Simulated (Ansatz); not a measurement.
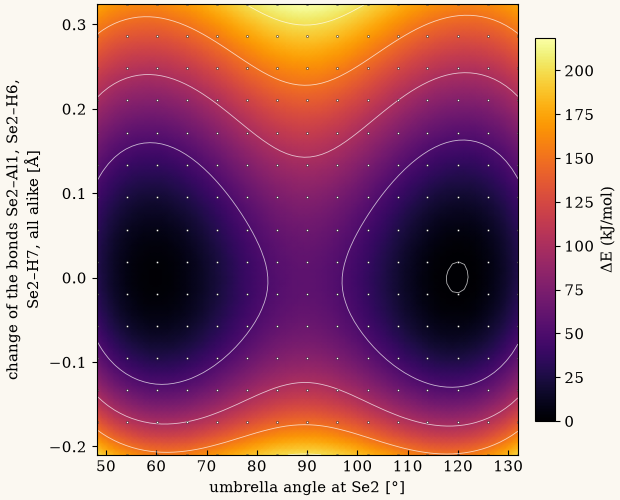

AlH₅Se, SMILES [AlH3-][SeH2+]. First axis: umbrella angle at Se2 (between each of its bonds and their common axis; 90 is planar). Second axis: change of the bonds Se2–Al1, Se2–H6, Se2–H7, all alike. Nothing is relaxed (all other coordinates rigid). Grid: 15 × 15 points. Points are written as (first, second). All energies are given in kJ/mol relative to the lowest grid point. Computed with RHF/def2-TZVP (Ansatz 0.2.0).

In the figure: a smooth colour map with a few white contour lines, dots at the grid points. Between grid points the surface is interpolated.

The lowest grid point is at (119.9°, 0.019 Å). A higher local minimum lies near (60.1°, 0.019 Å) (2.3 kJ/mol above the lowest at that grid point). The highest grid point, (90.0°, 0.324 Å), lies 219 kJ/mol above the lowest. On the interpolated surface the easiest way out of the lowest well to the well at about (60°, 0.00 Å) passes a barrier of about 59 kJ/mol. Round the minimum the two coordinates are weakly coupled (coupling −0.07 in units of the two stiffnesses).

The level of theory is changed to Ansatz 0.2.0, RKS wB97X-V/def2-TZVP; with it change the reference geometry, relaxed at the new level; the new grid has 9 × 9 points, laid about the new relaxed structure.

What will the new map look like?

Answer. The minimum (interpolated where it lies between grid points) moves from about (120°, 0.000 Å) to about (121°, 0.000 Å). The easiest pass out of the lowest well goes from about 59 to about 64 kJ/mol on the interpolated surfaces.

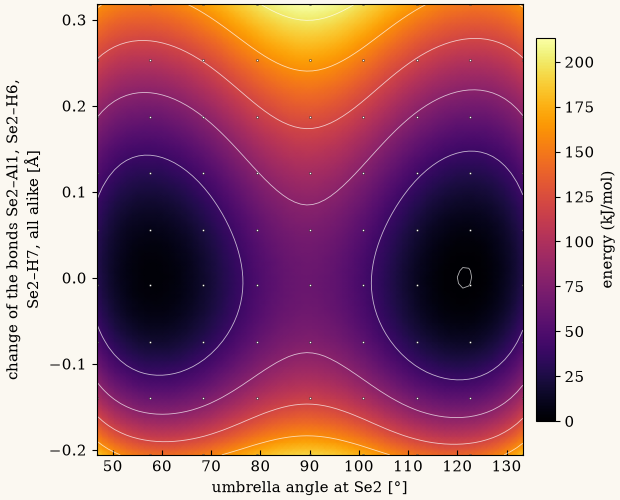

The map after the change, on a colour scale of its own. The picture shows a smooth colour map with a few white contour lines, dots at the grid points. Between grid points the surface is interpolated.
